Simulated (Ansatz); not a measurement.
**Run report: WH$_{7}$O$_{4}$F, geometry relaxation (part 1 of 2)**

WH$_{7}$O$_{4}$F, computed with RKS B3LYP-D4/def2-SVP (Ansatz 0.2.0).

The run did not end well. The input holds or restrains some coordinates. Forces given for the steps count only the free coordinates. It belongs to a series of runs on one base structure; here: pulled along the bonds that form and break, towards end B.

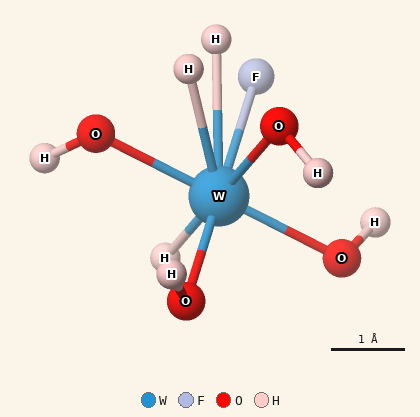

**Figure 1.** The starting structure (ball-and-stick view, seen at a tilt). Sticks mark near contacts. Bond lengths as drawn: F–W 2.20 Å, H–O 1.01 Å, H–W 1.72 to 2.16 Å and O–W 1.94 Å.

### Input
```yaml
crystal:
  periodic: [false, false, false]
  atoms:
    - { symbol: W, position_ang: [0.0, 0.0, 0.0] }
    - { symbol: F, position_ang: [0.0, 0.0, 2.2] }
    - { symbol: O, position_ang: [1.94, 0.0, 0.0] }
    - { symbol: H, position_ang: [2.2771, -0.9519, -0.0197] }
    - { symbol: O, position_ang: [0.0, 1.94, 0.0] }
    - { symbol: H, position_ang: [-0.6343, 2.2771, -0.71] }
    - { symbol: O, position_ang: [-1.94, 0.0, 0.0] }
    - { symbol: H, position_ang: [-2.2771, -0.1263, 0.9437] }
    - { symbol: H, position_ang: [0.0, -1.72, 0.0] }
    - { symbol: O, position_ang: [0.0, 0.0, -1.94] }
    - { symbol: H, position_ang: [0.5278, 0.7924, -2.2771] }
    - { symbol: H, position_ang: [1.3275, 1.3829, 0.637] }
    - { symbol: H, position_ang: [0.9769, 1.0177, 1.6302] }
basis:
  gaussian: { orbitals: def2-SVP }
hamiltonian:
  xc: b3lyp
  dispersion: d4
relax:
  f_tol: 0.15
  max_steps: 25
  restrain:
    - { distance: [0, 11], at: 1.72, k: 30.0 }
    - { distance: [12, 1], at: 0.92, k: 30.0 }
    - { distance: [0, 1], at: 3.05, k: 30.0 }
    - { distance: [12, 11], at: 1.86, k: 30.0 }
```

Launch command:
```bash
ansatz run input.yaml --threads 4 --pin off --max-ram 5120MiB --backend cpu --events-out ev --progress --plain --runs-dir out
```

### What the program printed
```
The last accepted step is kept in [file] (removed where the run ends without a failure and the disk answers)
Engine: ansatz 0.2.0, aarch64-unknown-linux-gnu
Functional definition: B3LYP
  parameter a0 = 0.2
  parameter ax = 0.72
  parameter ac = 0.81
  exchange = (1 - a0 - ax)*slater_x + ax*b88_x + a0*exact_x
  correlation = (1 - ac)*vwn_rpa_c + ac*lyp_c
1442 factors; integrals over basis functions are off by at most 3.6e-4 eV
mean field evaluation 1: about -12811.6511 eV, gradient 1.1e2 eV
mean field evaluation 2: about -12581.9981 eV, gradient 3.3e2 eV
mean field evaluation 4: about -12831.1721 eV, gradient 4.1e1 eV
mean field evaluation 8: about -12834.7354 eV, gradient 1.2e0 eV
mean field evaluation 16: about -12834.8134 eV, gradient 2.0e-3 eV
mean field -12834.81337877 eV, -471.6706919207 hartree, gradient 8.9e-5 eV, S^2 0.000000; 0 other end points of the search recorded, 0 dependent functions left out
the calculation of the forces begins
reference -12834.81371942 eV, -471.6707044396 hartree; 31, 31 occupied and 106, 106 virtual orbitals, 1442 factors
relax step   1: F+E_penalty+E_count = -12835.30014369 eV  Δ(F+E_penalty+E_count) = +0.000e0 eV  max|allowed force component| = 4.603e0 eV/Å  E_restraint = 25.94343560 eV  max|allowed force component, restraints' pulls added| = 2.435e1 eV/Å  Δτ_max = 0.0000 Å  (35 SCF iters, accepted)
  distance W 0 - H 11 = 2.0200 Å
  distance H 12 - F 1 = 1.5214 Å
  distance W 0 - F 1 = 2.2000 Å
  distance H 12 - H 11 = 1.1148 Å
these checks for a lower state are left out or cut short: starts, cluster_reference, orbital_swaps, neighbouring_geometries, increment
1442 factors; integrals over basis functions are off by at most 6.8e-4 eV
mean field -12834.59042119 eV, -471.6624983809 hartree, gradient 2.2e-5 eV, S^2 0.000000; 0 other end points of the search recorded, 0 dependent functions left out
[... from here on the field's lines of each further geometry are left out, up to the last ...]
relax step   2: F+E_penalty+E_count = -12835.05993725 eV  Δ(F+E_penalty+E_count) = +2.402e-1 eV  max|allowed force component| = 3.598e0 eV/Å  E_restraint = 12.47365029 eV  max|allowed force component, restraints' pulls added| = 1.729e1 eV/Å  Δτ_max = 0.1949 Å  (50 SCF iters, accepted)
relax step   3: F+E_penalty+E_count = -12835.52817061 eV  Δ(F+E_penalty+E_count) = -4.682e-1 eV  max|allowed force component| = 4.875e0 eV/Å  E_restraint = 4.19019678 eV  max|allowed force component, restraints' pulls added| = 9.970e0 eV/Å  Δτ_max = 0.1949 Å  (45 SCF iters, accepted)
relax step   4: F+E_penalty+E_count = -12836.66496628 eV  Δ(F+E_penalty+E_count) = -1.137e0 eV  max|allowed force component| = 3.653e0 eV/Å  E_restraint = 0.52354391 eV  max|allowed force component, restraints' pulls added| = 6.140e0 eV/Å  Δτ_max = 0.1949 Å  (42 SCF iters, accepted)
relax step   5: F+E_penalty+E_count = -12837.99566862 eV  Δ(F+E_penalty+E_count) = -1.331e0 eV  max|allowed force component| = 1.607e0 eV/Å  E_restraint = 0.05736146 eV  max|allowed force component, restraints' pulls added| = 1.991e0 eV/Å  Δτ_max = 0.1939 Å  (42 SCF iters, accepted)
relax step   6: F+E_penalty+E_count = -12838.58097804 eV  Δ(F+E_penalty+E_count) = -5.853e-1 eV  max|allowed force component| = 1.473e0 eV/Å  E_restraint = 0.02400663 eV  max|allowed force component, restraints' pulls added| = 9.212e-1 eV/Å  Δτ_max = 0.2000 Å  (40 SCF iters, accepted)
relax step   7: F+E_penalty+E_count = -12838.66633205 eV  Δ(F+E_penalty+E_count) = -8.535e-2 eV  max|allowed force component| = 2.807e0 eV/Å  E_restraint = 0.11262633 eV  max|allowed force component, restraints' pulls added| = 5.047e0 eV/Å  Δτ_max = 0.1957 Å  (39 SCF iters, rejected (line search))
relax step   8: F+E_penalty+E_count = -12838.79990005 eV  Δ(F+E_penalty+E_count) = -2.189e-1 eV  max|allowed force component| = 1.254e0 eV/Å  E_restraint = 0.01922796 eV  max|allowed force component, restraints' pulls added| = 1.077e0 eV/Å  Δτ_max = 0.0953 Å  (35 SCF iters, accepted)
relax step   9: F+E_penalty+E_count = -12838.97508322 eV  Δ(F+E_penalty+E_count) = -1.752e-1 eV  max|allowed force component| = 1.011e0 eV/Å  E_restraint = 0.01392798 eV  max|allowed force component, restraints' pulls added| = 1.011e0 eV/Å  Δτ_max = 0.1000 Å  (34 SCF iters, accepted)
relax step  10: F+E_penalty+E_count = -12839.22815409 eV  Δ(F+E_penalty+E_count) = -2.531e-1 eV  max|allowed force component| = 4.954e-1 eV/Å  E_restraint = 0.00391156 eV  max|allowed force component, restraints' pulls added| = 4.954e-1 eV/Å  Δτ_max = 0.1500 Å  (40 SCF iters, accepted)
relax step  11: F+E_penalty+E_count = -12839.31471742 eV  Δ(F+E_penalty+E_count) = -8.656e-2 eV  max|allowed force component| = 1.242e0 eV/Å  E_restraint = 0.00242681 eV  max|allowed force component, restraints' pulls added| = 1.134e0 eV/Å  Δτ_max = 0.2000 Å  (39 SCF iters, accepted)
relax step  12: F+E_penalty+E_count = -12839.38180803 eV  Δ(F+E_penalty+E_count) = -6.709e-2 eV  max|allowed force component| = 5.125e-1 eV/Å  E_restraint = 0.00267311 eV  max|allowed force component, restraints' pulls added| = 6.089e-1 eV/Å  Δτ_max = 0.2000 Å  (39 SCF iters, accepted)
relax step  13: F+E_penalty+E_count = -12839.35300067 eV  Δ(F+E_penalty+E_count) = +2.881e-2 eV  max|allowed force component| = 1.617e0 eV/Å  E_restraint = 0.04795845 eV  max|allowed force component, restraints' pulls added| = 2.896e0 eV/Å  Δτ_max = 0.1948 Å  (39 SCF iters, rejected (line search))
relax step  14: F+E_penalty+E_count = -12839.43326979 eV  Δ(F+E_penalty+E_count) = -5.146e-2 eV  max|allowed force component| = 4.269e-1 eV/Å  E_restraint = 0.00881116 eV  max|allowed force component, restraints' pulls added| = 9.645e-1 eV/Å  Δτ_max = 0.0945 Å  (34 SCF iters, accepted)
relax step  15: F+E_penalty+E_count = -12839.45726237 eV  Δ(F+E_penalty+E_count) = -2.399e-2 eV  max|allowed force component| = 2.709e-1 eV/Å  E_restraint = 0.00414127 eV  max|allowed force component, restraints' pulls added| = 4.875e-1 eV/Å  Δτ_max = 0.0974 Å  (35 SCF iters, accepted)
relax step  16: F+E_penalty+E_count = -12839.49414520 eV  Δ(F+E_penalty+E_count) = -3.688e-2 eV  max|allowed force component| = 4.053e-1 eV/Å  E_restraint = 0.00297230 eV  max|allowed force component, restraints' pulls added| = 4.053e-1 eV/Å  Δτ_max = 0.1485 Å  (33 SCF iters, accepted)
relax step  17: F+E_penalty+E_count = -12839.53507082 eV  Δ(F+E_penalty+E_count) = -4.093e-2 eV  max|allowed force component| = 7.239e-1 eV/Å  E_restraint = 0.00789820 eV  max|allowed force component, restraints' pulls added| = 7.239e-1 eV/Å  Δτ_max = 0.1950 Å  (40 SCF iters, accepted)
relax step  18: F+E_penalty+E_count = -12839.55637514 eV  Δ(F+E_penalty+E_count) = -2.130e-2 eV  max|allowed force component| = 6.246e-1 eV/Å  E_restraint = 0.00271297 eV  max|allowed force component, restraints' pulls added| = 6.246e-1 eV/Å  Δτ_max = 0.0712 Å  (34 SCF iters, accepted)
relax step  19: F+E_penalty+E_count = -12839.57620990 eV  Δ(F+E_penalty+E_count) = -1.983e-2 eV  max|allowed force component| = 4.441e-1 eV/Å  E_restraint = 0.00551391 eV  max|allowed force component, restraints' pulls added| = 6.012e-1 eV/Å  Δτ_max = 0.1300 Å  (34 SCF iters, accepted)
relax step  20: F+E_penalty+E_count = -12839.57885493 eV  Δ(F+E_penalty+E_count) = -2.645e-3 eV  max|allowed force component| = 1.057e0 eV/Å  E_restraint = 0.03931215 eV  max|allowed force component, restraints' pulls added| = 2.041e0 eV/Å  Δτ_max = 0.1915 Å  (34 SCF iters, rejected (line search))
relax step  21: F+E_penalty+E_count = -12839.59018227 eV  Δ(F+E_penalty+E_count) = -1.397e-2 eV  max|allowed force component| = 2.491e-1 eV/Å  E_restraint = 0.00415699 eV  max|allowed force component, restraints' pulls added| = 4.661e-1 eV/Å  Δτ_max = 0.0955 Å  (35 SCF iters, accepted)
relax step  22: F+E_penalty+E_count = -12839.60122744 eV  Δ(F+E_penalty+E_count) = -1.105e-2 eV  max|allowed force component| = 3.789e-1 eV/Å  E_restraint = 0.00890140 eV  max|allowed force component, restraints' pulls added| = 7.935e-1 eV/Å  Δτ_max = 0.0975 Å  (33 SCF iters, accepted)
relax step  23: F+E_penalty+E_count = -12839.62536758 eV  Δ(F+E_penalty+E_count) = -2.414e-2 eV  max|allowed force component| = 2.150e-1 eV/Å  E_restraint = 0.00543146 eV  max|allowed force component, restraints' pulls added| = 4.056e-1 eV/Å  Δτ_max = 0.1500 Å  (34 SCF iters, accepted)
the calculation of the forces begins
reference -12839.21748592 eV, -471.8325398734 hartree; 31, 31 occupied and 106, 106 virtual orbitals, 1444 factors
relax step  24: F+E_penalty+E_count = -12839.66084905 eV  Δ(F+E_penalty+E_count) = -3.548e-2 eV  max|allowed force component| = 2.842e-1 eV/Å  E_restraint = 0.01041326 eV  max|allowed force component, restraints' pulls added| = 4.041e-1 eV/Å  Δτ_max = 0.1600 Å  (34 SCF iters, accepted)
  distance W 0 - H 11 = 1.7140 Å
  distance H 12 - F 1 = 0.9387 Å
  distance W 0 - F 1 = 3.0548 Å
  distance H 12 - H 11 = 1.8769 Å
these checks for a lower state are left out or cut short: starts, cluster_reference, orbital_swaps, neighbouring_geometries, increment
1443 factors; integrals over basis functions are off by at most 6.4e-4 eV
mean field -12839.24087328 eV, -471.8333993431 hartree, gradient 1.6e-5 eV, S^2 0.000000; 0 other end points of the search recorded, 0 dependent functions left out
the calculation of the forces begins
reference -12839.24120369 eV, -471.8334114854 hartree; 31, 31 occupied and 106, 106 virtual orbitals, 1443 factors
relax step  25: F+E_penalty+E_count = -12839.68455925 eV  Δ(F+E_penalty+E_count) = -2.371e-2 eV  max|allowed force component| = 9.017e-1 eV/Å  E_restraint = 0.04612504 eV  max|allowed force component, restraints' pulls added| = 1.981e0 eV/Å  Δτ_max = 0.1950 Å  (35 SCF iters, rejected (line search))
```

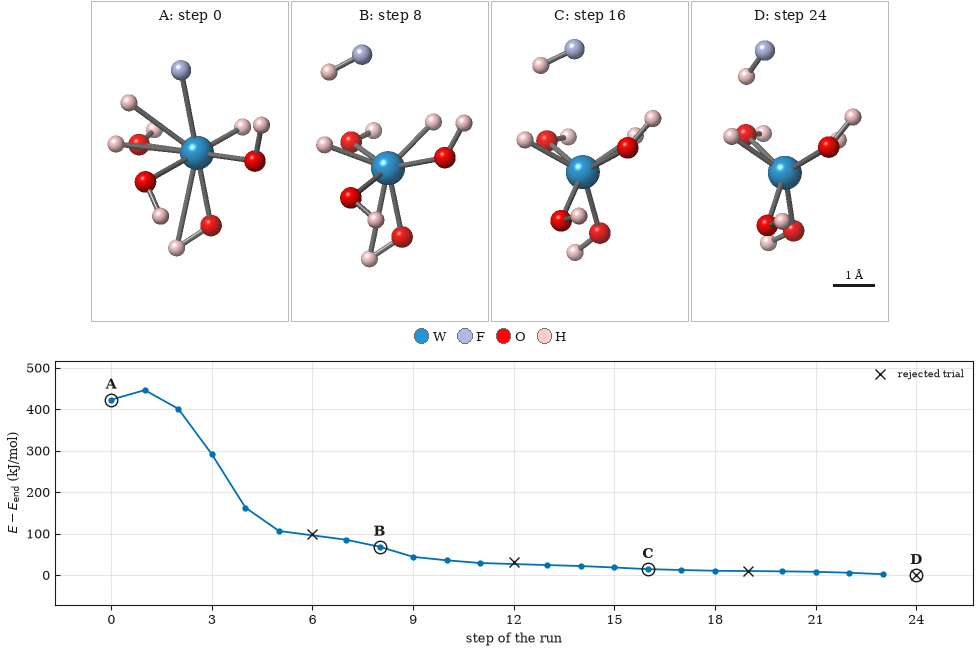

**Figure 2.** Frames of the restrained relaxation (ball-and-stick view, seen at a tilt) above the curves, on which the letters mark them (the first geometry is step 0 here and step 1 in the log).

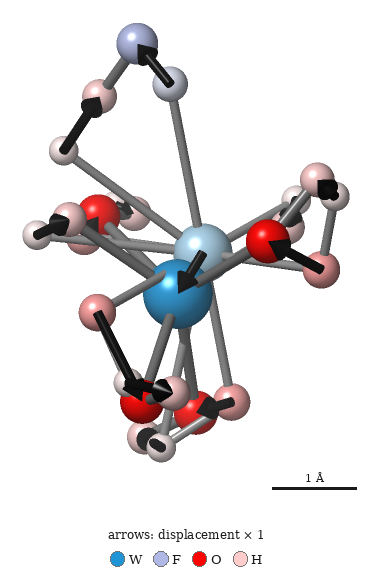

**Figure 3.** Start (faint) and end (solid) with the displacements as black arrows, at true length (ball-and-stick view, seen at a tilt). The two geometries are laid on each other by the best rigid fit. The relaxation stopped without meeting its thresholds, so the last structure isn't shown to be converged. The largest move after the best rigid fit is that of O5, 1.23 Å. By element the largest moves are O 1.23 Å, H 1.13 Å, F 0.75 Å, W 0.61 Å. Distances before and after: W1–F2 2.200 → 3.054 Å, F2–H13 1.521 → 0.970 Å, W1–H13 2.156 → 2.596 Å, W1–H12 2.020 → 1.713 Å. New bonds form: F2–H13 (1.52 → 0.97 Å). Bonds break: W1–F2 (2.20 → 3.05 Å). Among the angles that change: O3–W1–O7 180.0° → 132.4°, O3–W1–O5 90.0° → 136.5°, O7–W1–H12 131.1° → 88.2°. After 24 geometry steps the energy has fallen by 423.0 kJ/mol. The largest force component goes from 4.6 to 0.9 eV/Å. The line search rejected the trial steps at points 6, 12, 19, 24 (counted from 0) and went back. (Atoms are counted from 1 in the order of the input.)

```
  distance W 0 - H 11 = 1.7129 Å
  distance H 12 - F 1 = 0.9704 Å
  distance W 0 - F 1 = 3.0539 Å
  distance H 12 - H 11 = 1.8817 Å
Unfinished report: {"positions_ang":[[0.045064799690153326,0.5026385796168326,-0.3367934646229423],[0.5483710119832564,-0.27920154363153254,2.5730182468752956],[1.8174392876858,-0.16662362920727442,0.16368364087451062],[2.0638657613991525,-1.0475592306155856,-0.16245729034460135],[-0.6680259286648325,2.152903966434036,-1.0038904345838282],[-1.5092865645683835,2.4782715428689035,-0.6491115773103655],[-1.6480188630428998,0.5696016625251031,0.5822468567722426],[-1.8797328982841772,-0.21133773055108188,1.1043522482048853],[-0.3635531289525986,-1.1455485303244513,-0.07096629834594263],[0.5097228902976129,0.05652902906328997,-2.1172764694740525],[1.3813204747455217,0.1233920050749915,-2.534700326060581],[0.6889724477303378,1.4980794898448018,0.9010446403832323],[1.211760709981056,0.08075438890196837,2.014950227632149]],"unchecked":["starts","cluster_reference","orbital_swaps","neighbouring_geometries","increment"],"mean_field":{"relativity":"none","state":{"energy":{"ev":-12839.217485919726,"hartree":-471.8325398733671},"converged":true,"gradient_ev":9.70112474167162e-6,"stability":{"kind":"minimum","curvature_ev":17.92754139402612},"curvature_floor_ev":0.00030000000000000003,"spin_squared":3.552713678800501e-15},"others":[],"fillings":{"estimated":0,"unestimated":0,"tried":0,"untried":0,"excluded_magnetic_sites":0},"n_dropped_functions":0,"n_trapped_functions":0,"passes":{"evaluations":4,"products":30},"factors":{"origin":"Cholesky decomposition","count":1444,"bound_ev":0.000657225706904808},"gradient_stop_ev":0.00009,"reference_kind":"stationary","functional":{"name":"B3LYP","citations":["Stephens, Devlin, Chabalowski & Frisch, J. Phys. Chem. 98, 11623 (1994) doi:10.1021/j100096a001","Becke, Phys. Rev. A 38, 3098 (1988) doi:10.1103/PhysRevA.38.3098","Lee, Yang & Parr, Phys. Rev. B 37, 785 (1988) doi:10.1103/PhysRevB.37.785","Vosko, Wilk & Nusair, Can. J. Phys. 58, 1200 (1980) doi:10.1139/p80-159"],"text":"name \"B3LYP\"\ncite \"Stephens, Devlin, Chabalowski & Frisch, J. Phys. Chem. 98, 11623 (1994) doi:10.1021/j100096a001\"\ncite \"Becke, Phys. Rev. A 38, 3098 (1988) doi:10.1103/PhysRevA.38.3098\"\ncite \"Lee, Yang & Parr, Phys. Rev. B 37, 785 (1988) doi:10.1103/PhysRevB.37.785\"\ncite \"Vosko, Wilk & Nusair, Can. J. Phys. 58, 1200 (1980) doi:10.1139/p80-159\"\nparameter a0 = 0.2\nparameter ax = 0.72\nparameter ac = 0.81\nexchange = (1 - a0 - ax)*slater_x + ax*b88_x + a0*exact_x\ncorrelation = (1 - ac)*vwn_rpa_c + ac*lyp_c\n","parameters":{"a0":{"value":0.2,"default":0.2},"ac":{"value":0.81,"default":0.81},"ax":{"value":0.72,"default":0.72}},"final_grid":{"core_spheres":13.0,"valence_spheres":11.0,"degree":36.0},"final_grid_parameter_source":"default","radial_points_factor":1.0,"radial_grid_error_ev":6.729326096032238e-7,"grid_sensitivity":"normal","grid_sensitivity_ratio":0.0013437628806248659},"unsmoothed_excess_ev":-0.0003313787547088425,"symmetry":{"irreps":["A"],"axes":[[0.9999597376188101,-0.0068738162590652584,-0.005768343900714723],[0.00684803799994051,0.999966530608752,-0.004476833462055656],[0.005798923768396463,0.004437151375851464,0.9999733417300662]],"occupied":[{"A":31},{"A":31}]},"held":{"pivots":1442,"left_out":0,"joined":2},"density_repulsion":{"missed_ev":0.000025597540845496233,"excess_ev":1.0767909464059109e-7,"most_excess_ev":0.0001674,"are_drawn_again":false,"n_first_factors":1444,"energy_change_ev":0.0,"n_dropped_ends":0}},"factors":{"origin":"Cholesky decomposition","count":1444,"bound_ev":0.000657225706904808},"n_frozen":0,"n_occupied":[31,31],"n_virtual":[106,106],"reference":{"ev":-12839.217485919726,"hartree":-471.8325398733671},"dispersion":{"energy":{"ev":-0.44369451039881763,"hartree":-0.016305472510215652},"switches_in_reach":[]},"total":{"ev":-12839.661180430125,"hartree":-471.84884534587735},"forces_ev_per_angstrom":[[-0.07602809480005031,0.28418824580150104,0.06076813673325314],[0.022796484159785732,0.05481230935321447,0.06497946848482997],[0.03980554186975992,-0.09445245200439759,0.09670759976549001],[-0.009791414060319692,0.061813721370988686,0.026783016192549698],[0.03625431634421942,-0.03657431376123762,-0.004283762242863457],[-0.021278114439523294,0.0028511838062609835,-0.007151588421251619],[0.036315089470403995,-0.020875714133364767,-0.017969671457427117],[-0.020056453263155083,-0.009471678530836495,-0.007811617492679758],[0.01730869949881616,-0.0057985865579418885,0.010787033301494598],[0.02603708078874773,-0.0022335439081442327,-0.03336207014404488],[-0.03181482984326482,0.00017488284784915748,0.03681457243135925],[-0.15309752257082987,0.03788857146871008,-0.26990426947066415],[0.1335492168553586,-0.27232262574675564,0.04364315231910007]],"charge_distribution":{"dipole_moment_e_ang":[0.22106734958368993,-0.22728308541694114,-0.30971323345619683],"mulliken_charges_e":[1.0512012504464945,-0.21053912010518694,-0.45834904038072644,0.2208432452706709,-0.3869664117034848,0.22942050136264902,-0.4010124686343346,0.23206609634220565,-0.21472873735153652,-0.37627511803697544,0.22210217840470226,-0.16736098897627127,0.2595986133617335],"lowdin_charges_e":[-0.48783802708053514,0.12830732825113067,0.10997505509888406,0.006061585260867863,0.14361597574743534,0.005612557344390368,0.15874591530850424,0.003535134449352384,-0.09727714304175006,0.15387662324961493,0.020282880940463932,-0.06851057997511711,-0.07638730555330842]},"n_threads":4,"memory_gib":4.261363637633622,"seconds":{"hamiltonian":3.017942639,"orbitals":0.0,"second_order":0.0,"solver_start":0.0,"cycles":0.0,"cycle":0.0,"perturbative":0.0,"full_ci_increment":0.0,"forces":0.0}}
this run last wrote the structure of step 24 to [file]
```
